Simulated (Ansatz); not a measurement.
Input

```
crystal:
  periodic: [false, false, false]
  atoms:
    - { symbol: Ga, position_ang: [0.0, 0.0, 0.0] }
    - { symbol: H, position_ang: [1.0535, 0.0, 1.4223] }
    - { symbol: "N", position_ang: [2.0931, 0.0, 0.3944] }
    - { symbol: H, position_ang: [2.5598, -0.9179, 0.1426] }
    - { symbol: H, position_ang: [2.5445, 0.9179, 0.1162] }
    - { symbol: "N", position_ang: [-1.6714, 0.0, -0.965] }
    - { symbol: H, position_ang: [-2.3403, -0.8164, -0.8664] }
    - { symbol: H, position_ang: [-1.9204, 0.8164, -1.5936] }
basis:
  gaussian: { orbitals: def2-SVP }
hamiltonian:
  xc: r2scan
  dispersion: d4
relax:
  f_tol: 0.15
  max_steps: 25
  restrain:
    - { distance: [1, 2], at: 1.06, k: 30.0 }
    - { distance: [0, 1], at: 2.77, k: 30.0 }
    - { distance: [0, 2], at: 3.13, k: 30.0 }
output:
  orbitals: {}
```

Run with:

```sh
ansatz run input.yaml --threads 2 --pin off --max-ram 3072MiB --backend cpu --events-out ev --progress --plain --runs-dir out
```

The fields are those of the run's last geometry, not of the input's.

Not at a stationary point (largest force 0.7 eV/Å).

Computed with RKS r2SCAN-D4/def2-SVP in Ansatz.

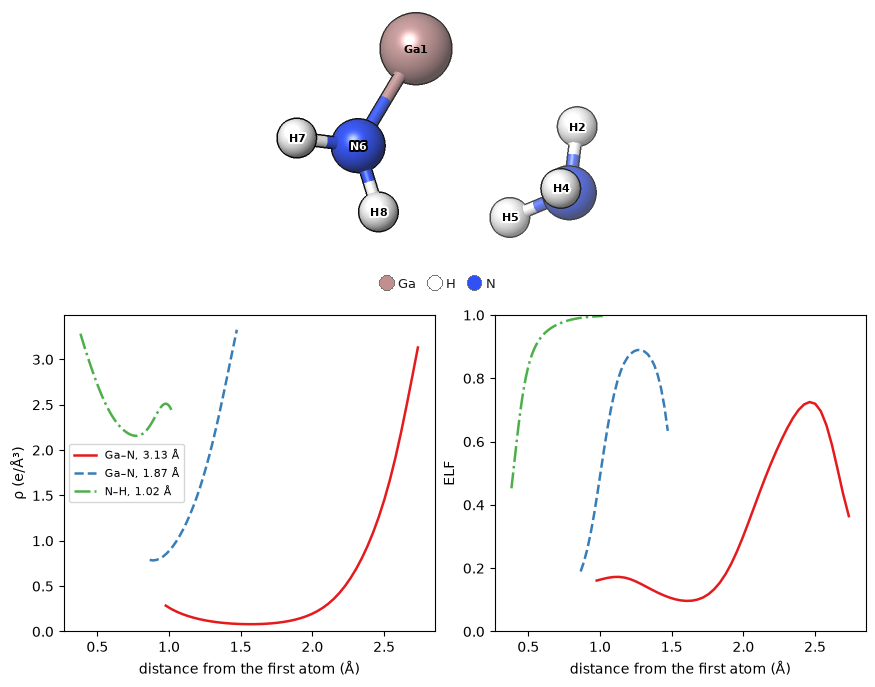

GaH2N···NH3. Total electron density and ELF along straight lines between neighbouring atoms. The curves leave out the atomic cores. The structure is drawn too.

**What can be read from the curves?**

Ga1···N3 (3.13 Å): the density falls to about 0.08 e/Å³ on the way; the ELF dips to about 0.10 between them.
Ga–N (1.87 Å): ρ at the midpoint is about 0.8 e/Å³; the ELF peaks at about 0.90 in the valence shell of N, 0.6 Å from its nucleus, and is about 0.30 at the midpoint.
N–H (1.02 Å): ρ is about 2.7 e/Å³ halfway; the ELF climbs to about 1 towards the hydrogen, as it does in any bond to H (an ordinary covalent bond to hydrogen).
